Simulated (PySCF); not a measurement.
Vertical excitations of a molecule C₂H₆N₂OSi from PySCF with TDA-LC-ωPBE/def2-SVPD, as energy in eV (oscillator strength): 5.66 (0.004), 7.16 (0.117), 7.44 (0.084), 7.84 (0.026), 7.98 (0.009), 8.05 (0.029), 8.38 (0.076), 8.58 (0.021), 8.80 (0.006), 8.83 (0.011). Lowest triplet (TDA): 4.99 eV. Coordinates come from a B3LYP-D3(BJ)/def2-SVP optimisation. One conformer was computed; it need not be the lowest.

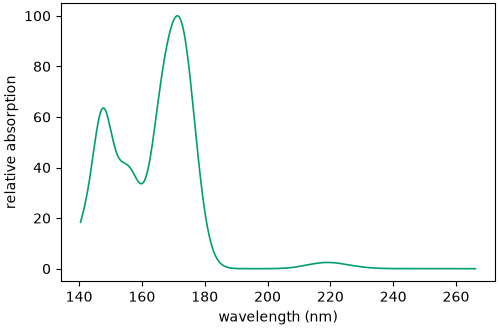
Figure: The lines broadened by 0.4 eV.

Problem. Pick the molecule that these values belong to.
(A) N[Si@@H]1COC=N1
(B) N[Si@@H]1CN=CO1
(C) C[Si@@]1(N)N=CO1
(D) N[Si]1(N)C=CO1

Solution. A, N[Si@@H]1COC=N1
